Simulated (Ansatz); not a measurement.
# AlBr2 (SMILES [Br][Al][Br]) at U-revPBE/cc-pVTZ

Aim: the electronic atomisation energy of AlBr2 at U-revPBE/cc-pVTZ, from 3 runs. 

The results are computed with Ansatz 0.2.0.

14 further runs of the same task are left out: 14 set aside as unsound or not needed. Runs told in other sessions of the task aren't counted.

## 1. Starting point

The species is AlBr2 (3 atoms), meant as a doublet with charge 0. SMILES: `[Br][Al][Br]`. Geometry: relaxed at PBE0-D4/def2-TZVP.

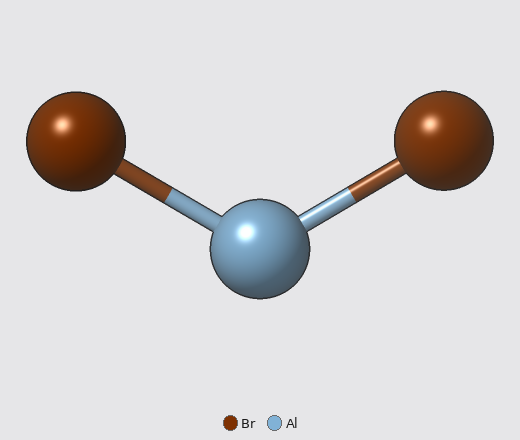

The structure, seen from a chosen angle (bromine brown, aluminium light blue).

## 2. The energy at U-revPBE/cc-pVTZ

Contents of job.yaml:

```yaml
crystal:
  periodic: [false, false, false]
  atoms:
    - symbol: Br
      position_ang: [0.607000, 1.799800, 0.519400]
    - symbol: Al
      position_ang: [0.569000, -0.451900, 0.265200]
    - symbol: Br
      position_ang: [-1.186900, -1.412700, -0.797800]
basis:
  gaussian:
    orbitals: cc-pVTZ
magnetization:
  spin_polarized: true
  initial_magnetization: 1
hamiltonian:
  xc: {name: revPBE}
accuracy: high
output: {orbitals: {seedname: orbitals}}
```

Command:

```console
$ ansatz run job.yaml --threads 1 --pin off --max-ram 2610MiB --events-out events.jsonl --progress --plain --runs-dir runs
```

Output:

```text
Warning: RAYON_NUM_THREADS=1 ignored (pool sized by the plan → 1); use --threads N
Functional definition: revPBE
  name "revPBE"
  parameter kappa = 1.245
  parameter beta = 0.06672455060314922
  exchange = pbe_x(kappa = kappa, mu = beta*pi^2/3)
  correlation = pbe_c(beta = beta)
1722 factors; integrals over basis functions are off by at most 3.9e-9 eV
mean field evaluation 1: about -146680.7219 eV, gradient 1.1e1 eV
mean field evaluation 2: about -146680.3735 eV, gradient 1.3e1 eV
mean field evaluation 4: about -146681.4474 eV, gradient 1.2e0 eV
mean field evaluation 8: about -146681.4550 eV, gradient 1.9e-2 eV
mean field evaluation 16: about -146681.4550 eV, gradient 3.9e-6 eV
mean field -146681.45499244 eV, -5390.4440467109 hartree, gradient 3.1e-8 eV, S^2 0.752558; 0 other end points of the search recorded, 0 dependent functions left out
reference -146681.45499572 eV, -5390.4440468317 hartree; 42, 41 occupied and 78, 79 virtual orbitals, 1722 factors
Total energy: -146681.45499572 eV, -5390.4440468317 hartree
```

Wall time 17 s (1 thread of Arm Neoverse V2, shared host); peak memory 0.34 GiB.

## 3. The Al atom, same level

Contents of input.yaml:

```yaml
crystal:
  periodic: [false, false, false]
  atoms:
    - symbol: Al
      position_ang: [0.000000, 0.000000, 0.000000]
basis:
  gaussian:
    orbitals: cc-pVTZ
total_charge: 0
magnetization:
  spin_polarized: true
  initial_magnetization: 1
hamiltonian:
  xc: {name: revPBE}
accuracy: high
```

Run the same way, it converges to -242.31641 Eh (log not shown).

## 4. The Br atom, same level

Contents of job.yaml:

```yaml
crystal:
  periodic: [false, false, false]
  atoms:
    - {symbol: Br, position_ang: [0.000000, 0.000000, 0.000000]}
basis:
  gaussian: {orbitals: cc-pVTZ}
magnetization: {spin_polarized: true, initial_magnetization: 1}
hamiltonian: {xc: {name: revPBE}}
accuracy: high
```

Command:

```console
$ ansatz run job.yaml --threads 1 --pin off --max-ram 2610MiB --events-out events.jsonl --progress --plain --runs-dir runs
```

Output, cut to the lines that bear on the results:

```text
Warning: RAYON_NUM_THREADS=1 ignored (pool sized by the plan → 1); use --threads N
[... 6 set-up lines as earlier in the session ...]
434 factors; integrals over basis functions are off by at most 3.5e-9 eV
mean field evaluation 1: about -70040.2480 eV, gradient 5.9e0 eV
mean field evaluation 2: about -70040.3624 eV, gradient 2.1e0 eV
mean field evaluation 4: about -70040.3725 eV, gradient 2.5e-1 eV
mean field evaluation 8: about -70040.3722 eV, gradient 5.6e-4 eV
mean field evaluation 16: about -70040.3722 eV, gradient 4.6e-8 eV
mean field evaluation 32: about -70040.3718 eV, gradient 1.9e-1 eV
mean field -70040.37216281 eV, -2573.9362019140 hartree, gradient 9.5e-9 eV, S^2 0.752553; 2 other end points of the search recorded, 0 dependent functions left out
reference -70040.37216488 eV, -2573.9362019899 hartree; 18, 17 occupied and 25, 26 virtual orbitals, 434 factors
Total energy: -70040.37216488 eV, -2573.9362019899 hartree
```

It took 2.7 s on 1 thread of Arm Neoverse V2, shared host; peak memory 0.093 GiB.

## 5. Results

Level: U-revPBE/cc-pVTZ.

| quantity | value |
| --- | --- |
| molecule: total energy | -5390.44405 Eh |
| molecule: HOMO energy (highest over α and β) | -5.52 eV |
| molecule: LUMO energy (lowest over α and β) | -4.01 eV |
| molecule: ⟨S²⟩ | 0.753 |
| Al atom: total energy | -242.31641 Eh |
| Al atom: ⟨S²⟩ | 0.756 |
| Br atom: total energy | -2573.93620 Eh |
| Br atom: ⟨S²⟩ | 0.753 |
| electronic atomisation energy | 6.945 eV |

What this shows: Taking the molecule apart into free atoms costs 6.95 eV (160 kcal/mol), before zero-point energy and without spin-orbit coupling.
